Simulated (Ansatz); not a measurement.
# How Al48Fe52 (at. %) changes with quench rate

Does a slower quench leave a cell of lower energy?

Computed with Ansatz 0.2.0: Kohn-Sham DFT, PBEsol, PAW (set soft_2). Every run is a single point, with the atoms held where the recipe put them (cutoff of the plane-wave runs 420 eV, fermi-dirac smearing of 0.1 eV, spin polarised).

First member: 94 atoms (45 Al, 49 Fe) placed at random at 4.39 g/cm³, melted at 2200 K for 10 ps at fixed volume with the EAM Al-Fe potential (Mendelev, Srolovitz, Ackland and Han, J. Mater. Res. 20, 208 (2005)). Quenched from 2200 K to 300 K at 10 K/ps and zero pressure, held 5 ps.

Last member: 94 atoms (45 Al, 49 Fe) placed at random at 4.39 g/cm³, melted at 2200 K for 10 ps at fixed volume with the EAM Al-Fe potential (Mendelev, Srolovitz, Ackland and Han, J. Mater. Res. 20, 208 (2005)). Quenched from 2200 K to 300 K at 1000 K/ps and zero pressure, held 5 ps.

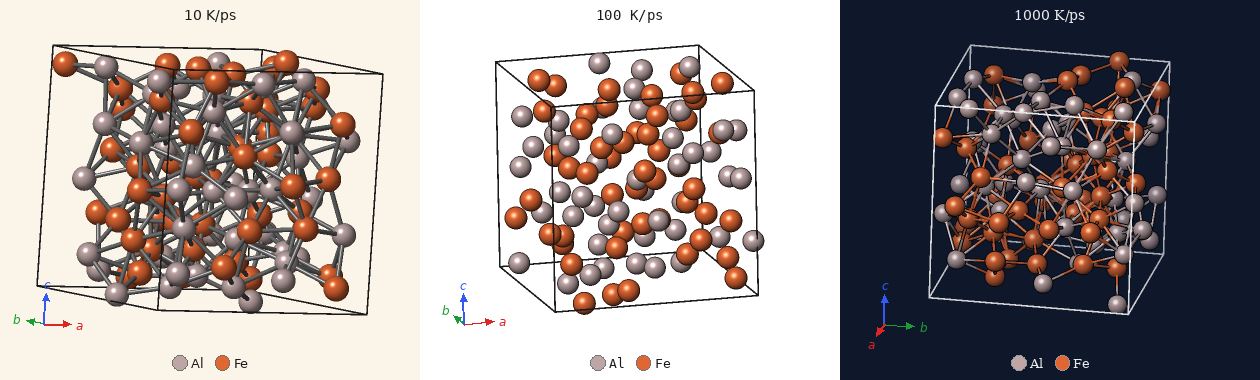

Three members of the series, labelled by quench rate. Some periodic images of atoms are drawn too.

The members:

| quench rate (K/ps) | reduced formula | atoms | valence electrons | k-mesh | basis | density (g/cm³) |
| --- | --- | --- | --- | --- | --- | --- |
| 10 | Al45Fe49 | 94 | 919 | 2×2×2 | plane waves | 5.54 |
| 30 | Al45Fe49 | 94 | 919 | 2×2×2 | plane waves | 5.46 |
| 100 | Al45Fe49 | 94 | 919 | 2×2×2 | plane waves | 5.40 |
| 300 | Al45Fe49 | 94 | 919 | 2×2×2 | plane waves | 5.44 |
| 1000 | Al45Fe49 | 94 | 919 | 2×2×2 | plane waves | 5.41 |

Each cell is one sample from a classical run, so sample-to-sample scatter enters every column; pressures lack the kinetic term.

The input of the first member, without its atom lines; other members have their own cell and atoms, and may differ in mesh, basis and outputs:

```yaml
crystal:
  lattice:
    - [10.57821, 0.0, 0.0]
    - [0.0, 10.57821, 0.0]
    - [0.0, 0.0, 10.57821]
  atoms:
    [... 94 lines ...]
magnetization:
  spin_polarized: true
kpoints:
  mp_grid: { grid: [2, 2, 2] }
hamiltonian:
  xc: pbesol
scf:
  occupations: { method: fermi_dirac, width: 0.1 }
output:
  forces: true
  stress: true
  populations: true
  dos:
    method: { smearing: { sigma: 0.08 } }
    de: 0.1
    projected: { site_lists: { Al: [Al], Fe: [Fe] } }
  eigenvalues: true
  write_density: true
  write_potential: true
  volumetric_format: npy
```

Results:

| quench rate (K/ps) | energy less the first member's (meV/atom) | pressure (GPa) | r.m.s. force (eV/Å) | moment (μB) |
| --- | --- | --- | --- | --- |
| 10 | 0.0 | -0.162 | 0.587 | 86.6 |
| 30 | 0.5 | -1.36 | 0.527 | 87.4 |
| 100 | 10.1 | -2.46 | 0.585 | 90.6 |
| 300 | 24.3 | -0.858 | 0.523 | 87.1 |
| 1000 | 34.7 | -0.946 | 0.550 | 90.0 |

Bonds in each cell, which the recipe sets and DFT didn't move; cutoffs follow each cell's own g(r) within set bounds (mean length in Å, and neighbours of the second kind about the first):

| quench rate (K/ps) | Al-Fe length | Al-Fe count | Al-Al length | Al-Al count |
| --- | --- | --- | --- | --- |
| 10 | 2.636 | 7.07 | 2.770 | 6.18 |
| 30 | 2.670 | 7.29 | 2.833 | 6.49 |
| 100 | 2.690 | 6.93 | 2.843 | 6.93 |
| 300 | 2.620 | 6.47 | 2.793 | 6.27 |
| 1000 | 2.636 | 6.24 | 2.786 | 6.62 |

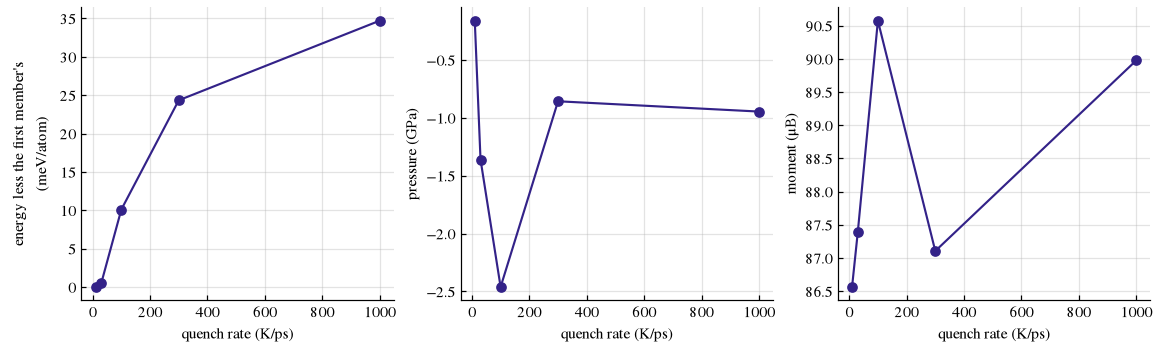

Results against quench rate.

Cost on 8 threads of Arm Neoverse V2, shared host:

| quench rate (K/ps) | atoms | basis | k-mesh | SCF cycles | time | host memory (GiB) |
| --- | --- | --- | --- | --- | --- | --- |
| 10 | 94 | plane waves | 2×2×2 | 41 | 12 min | 11 |
| 30 | 94 | plane waves | 2×2×2 | 48 | 13 min | 11 |
| 100 | 94 | plane waves | 2×2×2 | 45 | 14 min | 11 |
| 300 | 94 | plane waves | 2×2×2 | 44 | 13 min | 11 |
| 1000 | 94 | plane waves | 2×2×2 | 38 | 12 min | 11 |

Times include the outputs that each run asked for, on hosts shared with other jobs.

What the series shows: The energy against the first member goes steadily from 0.0 meV/atom at 10 to 34.7 meV/atom at 1000 K/ps; each member is a single configuration. The slowest quench gives the lowest energy, by only 0.5 meV/atom, within the scatter of single samples. The pressure is lowest at 100 K/ps (-2.5 GPa) and highest at 10 K/ps (-0.16 GPa), with no steady trend. The two fastest quenches lie 29 meV/atom above the two slowest on average. The cells at 10, 30 and 300 K/ps partly crystallised in the classical run, so the series mixes kinds of structure.

Caveats: The network of bonds at the start is that of the classical potential that made the cell, and needn't be the one that DFT or experiment would give. The cells aren't relaxed by DFT, which could reorder their energies. The starting order of the moments was set by the recipe and needn't be the real material's. Even the slowest of these quenches is many orders faster than a laboratory quench.

[Logs are printed without paths, hosts, clocks, repeated set-up lines and the standing remarks that a program may print on its own settings, such as how far it seeks lower states.]

[Hosts, paths, dates, database ids (printed as entryN), source tags and the programs' standing remarks are cut or masked in the printed files.]
